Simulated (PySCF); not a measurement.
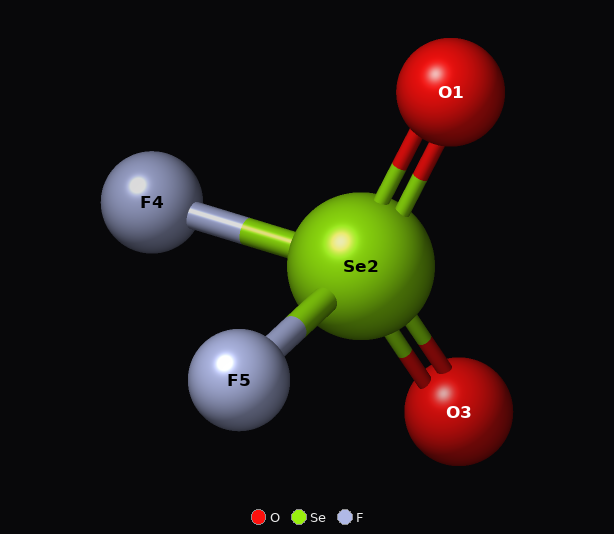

The geometry was computed by an optimisation with GFN2-xTB. No frequency run is at hand to confirm it as a minimum. Properties computed with B3LYP/pcJ-1 (pcSseg-1 on Se) indirect spin-spin coupling, non-relativistic, gas phase (PySCF 2.14.0). Isotopes: 19F, 17O.

Give the spin–spin coupling constants of these pairs, with the number of bonds between them: O1/F4, O1/O3, O1/F5, O3/F5, O3/F4.

| pair | bonds apart | J (Hz) |
| --- | --- | --- |
| O1, F4 | 2 | 43.2 |
| O1, O3 | 2 | −10.4 |
| O1, F5 | 2 | 43.4 |
| O3, F5 | 2 | 43.1 |
| O3, F4 | 2 | 43.3 |

Density functionals are unreliable for couplings to fluorine, so those rows may be far off.

The geometry is semi-empirical. Around Se such bond lengths and angles can be off by a tenth of an ångström or more and by several degrees, and values that hang on the shape move with them.
